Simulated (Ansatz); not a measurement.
Band structure of YMg₃ (P-6m2, 4 atoms in the cell).

```yaml
crystal:
  lattice:
    - [3.30799, 0.00000, 0.00000]
    - [-1.65400, 2.86480, 0.00000]
    - [0.00000, 0.00000, 10.93229]
  atoms:
    - { symbol: Y, position: [0.66667, 0.33333, 0.50000] }
    - { symbol: Mg, position: [0.66667, 0.33333, 0.00000] }
    - { symbol: Mg, position: [0.33333, 0.66667, 0.24212] }
    - { symbol: Mg, position: [0.33333, 0.66667, 0.75788] }
```

Level of theory: LDA (PW92), PAW files made with PBE (plane waves; Ansatz, a program for electronic structure).

Settings: basis.ecutwfc = 30.9 Ry; kpoints.mp_grid.grid = 12 12 4; hamiltonian.xc = lda; hamiltonian.pseudopotentials = {kind: paw} (the program's default PAW files); scf.occupations.method = gaussian; scf.occupations.width = 0.0073 Ry; kpoints.band_path.npoints = 8.

The starting cell comes from a database of computed structures (which also holds hypothetical and non-ambient phases and stackings), without a prior relaxation at this level.

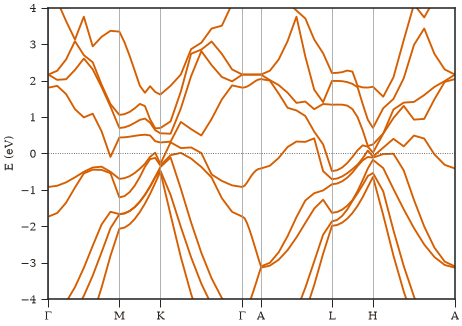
*Bands along the path, energies from the Fermi level.*

Levels in eV from the Fermi level, bands 18 to 24:
```
point     18     19     20     21     22    23    24
-----  -----  -----  -----  -----  -----  ----  ----
Γ      -4.94  -4.44  -1.73  -0.92   1.81  2.17  2.17
M      -1.67  -1.66  -1.21  -0.70   0.44  0.70  1.06
K      -0.47  -0.38  -0.33  -0.29   0.30  0.55  0.70
A      -5.53  -3.14  -3.10  -0.41   2.04  2.17  2.17
L      -1.86  -1.63  -0.85  -0.71  -0.49  1.34  1.99
H      -0.54  -0.18  -0.12  -0.09   0.02  0.25  0.70
```

Bands cross the Fermi level along this path, so the cell is metallic at this level.

Keys are those of Ansatz 0.2.
